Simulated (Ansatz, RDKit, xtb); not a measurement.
# C4H8BrClSi: which of the isomers drawn lies lowest?

A sample of isomers of C4H8BrClSi is drawn. Aim: find which of them has the lowest free energy at 298.15 K, then its properties. The sample is small against all isomers, and the most stable one of this formula need not be in it.

The funnel: GFN2-xTB relaxations, single points with a density functional, relaxations at PBE0-D3(BJ)/def2-SVP, harmonic vibrations (at GFN2-xTB), and a last energy at a higher level. All values are calculated.

## 1. Candidates

Isomers were taken from a list of plausible structures; this is a sample, not all of them. That gives 4 candidates.

```csv
label,SMILES,spin
c209,Cl[C@@H]1CC[Si@@H](Br)C1,singlet
c244,Cl[C@@H]1CC[C@H](Br)[SiH2]1,singlet
c337,ClC[C@@H]1CC[Si@H]1Br,singlet
c489,C=C[SiH2][C@](C)(Cl)Br,singlet
```

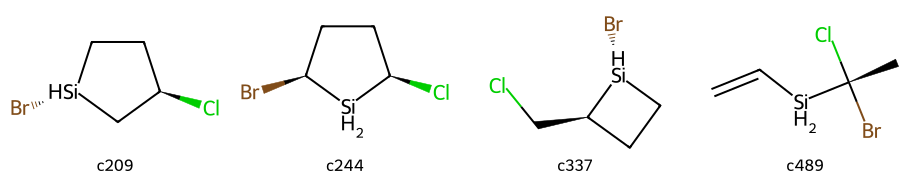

Structural formulas of the candidates.

Candidates are built by distance geometry, with a force field where one applies, in up to four conformers (letters a to d).

**Question.** With final energies at CCSD(T)/def2-SVP + MP2/def2-TZVPP - MP2/def2-SVP, which structure will this search put lowest in free energy, and by what margin?

| quantity | value |
| --- | --- |
| lowest structure found | Cl[C@@H]1CC[Si@@H](Br)C1, singlet |
| next finalist | ClC[C@@H]1CC[Si@H]1Br, singlet, 17.0 kcal/mol higher in G |
| share at equilibrium, among the finalists | 100.0 % |

The lowest structure found is `Cl[C@@H]1CC[Si@@H](Br)C1`. The margin of 17.0 kcal/mol over the next finalist is beyond the usual error of the last level; it says nothing of structures that weren't ranked. GFN2-xTB, HF/STO-3G, r2SCAN-D4/def2-SVP, PBE0-D3(BJ)/def2-SVP, HF/def2-SVP and MP2/def2-SVP already put its bonding pattern lowest among the structures in one piece. Lowest found is not proven lowest: the search is finite, and each finalist counts with one conformer. Only 4 drawn patterns were tried, so whole families of isomers are missing, and the result ranks this sample alone. The lowest isomer need not be the one that is made and kept in a bottle, which depends on barriers.
